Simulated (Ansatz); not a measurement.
## Electronic structure of Cu$_{2}$O (triplet) in real space

Input file:

```
crystal:
  periodic: [false, false, false]
  atoms:
    - {symbol: Cu, position_ang: [-0.054336, -1.294065, -0.016128]}
    - {symbol: Cu, position_ang: [-0.796788, 1.021029, 0.020746]}
    - {symbol: O, position_ang: [0.851133, 0.273027, -0.004617]}
basis:
  gaussian: {orbitals: def2-TZVP, initial_orbitals: start.molden}
magnetization: {spin_polarized: true, initial_magnetization: 2}
hamiltonian: {xc: pbe0, dispersion: d4}
output: {orbitals: {seedname: orbitals}}
```

Launched as:

```sh
ansatz run in.yaml --threads 2 --pin off --events-out ev --progress --plain --max-ram 4352MiB
```

Geometry: r2SCAN-D4/def2-TZVP.

All numbers below come from Ansatz 0.2.0, UKS PBE0-D4/def2-TZVP.

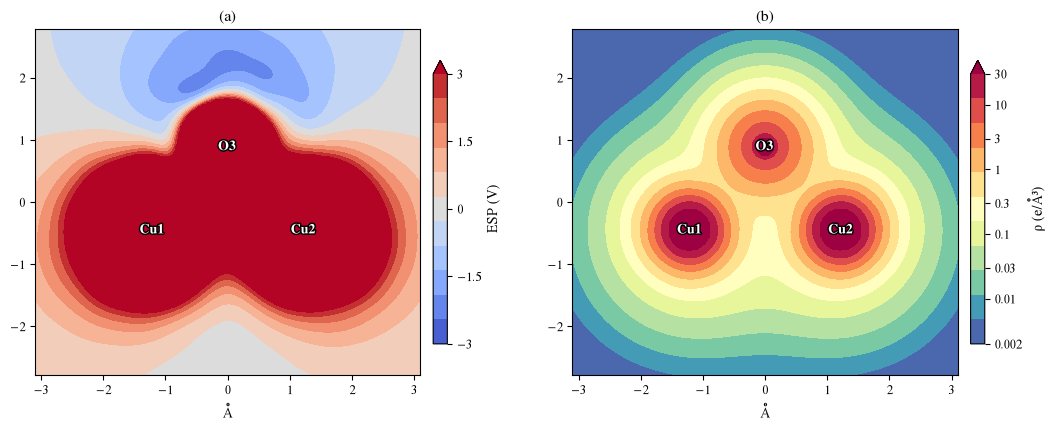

Figure 1. (a) electrostatic potential; (b) electron density on the molecular plane.

> Interpret the plot.

The plane passes through Cu and O nuclei. Cu–O (1.81 Å): the density is about 0.85 e/Å³ at the midpoint. Cu–Cu (2.43 Å): ρ is about 0.29 e/Å³ halfway. Outside the dense part of the molecule the potential is most negative (−2.2 V) near O3.

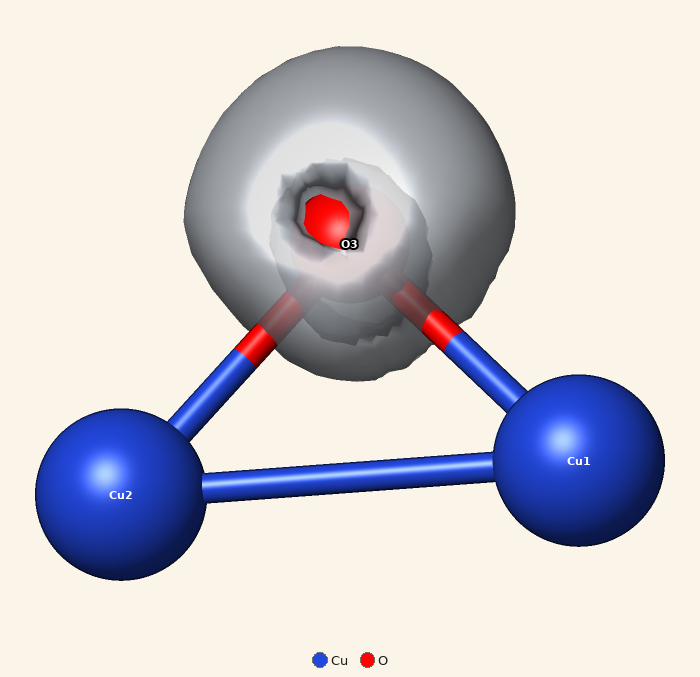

Figure 2. Isosurface of the ELF at 0.75 (grey), seen at a tilt. Only the valence region is drawn (cores and ρ < 0.01 e/Å³ removed).

> Identify the bonds, lone pairs and shells in this picture.

The surface consists of one region wrapped around O (its valence shell).


Cu–O (1.81 Å): the ELF peaks at about 0.85 in the valence shell of O, 0.5 Å from its nucleus, and is about 0.20 at the midpoint. Cu–Cu (2.43 Å): the ELF is about 0.10 at the midpoint.

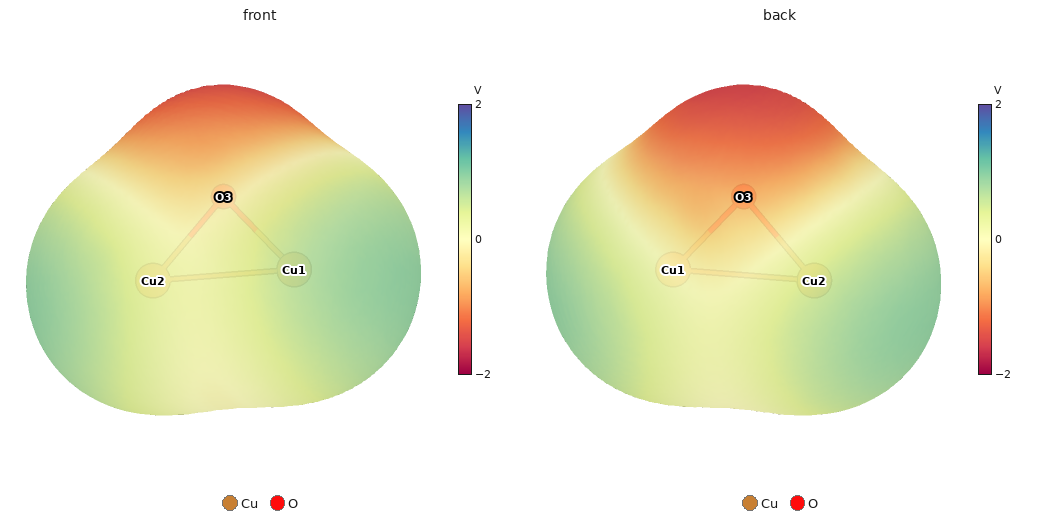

Figure 3. The molecular electrostatic potential painted on the density surface at 0.001 e/bohr³, seen from the front and from behind; the colour scale runs from red (negative) to blue (positive).

> Where is the surface potential most negative and most positive?

The most negative region (about −1.5 V) lies over O3, the most positive (about +0.9 V) over Cu1 and Cu2. O3 is the likeliest acceptor of a hydrogen bond.
